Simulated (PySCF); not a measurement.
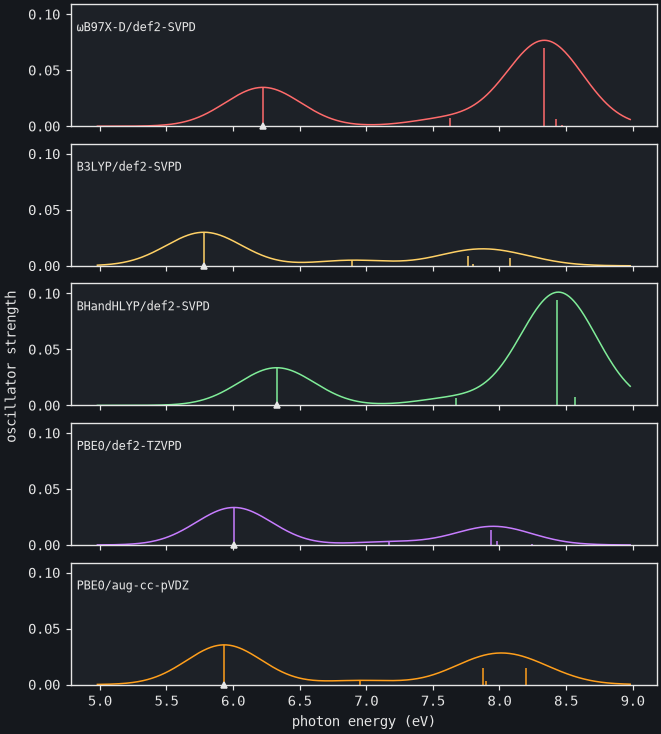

Vertical TDDFT spectra of GeH₃Br, SMILES [GeH3][Br], singlet at one geometry and several levels (PySCF, at a PBE0-D3(BJ)/def2-SVP geometry (no frequency check)); sticks with Gaussians of 1/e half-width 0.40 eV, the triangle marks S1, which has the same leading orbital pair at all these levels. Only the lowest states were computed, so the high end is incomplete. States within 0.01 eV of each other are merged, with their strengths summed. The highest state may be half of a pair whose partner wasn't computed.

Question: Order the levels by their S1 energy.

Answer: From lowest to highest: B3LYP/def2-SVPD 5.78 eV, PBE0/aug-cc-pVDZ 5.93 eV, PBE0/def2-TZVPD 6.01 eV, ωB97X-D/def2-SVPD 6.22 eV, BHandHLYP/def2-SVPD 6.33 eV; a spread of 0.55 eV.

Caveats, for all or some of the runs: core orbitals are frozen in the response; spin-orbit coupling is left out, and with Br it can shift these levels and split any degenerate set; states above the negative HOMO energy depend on the basis.
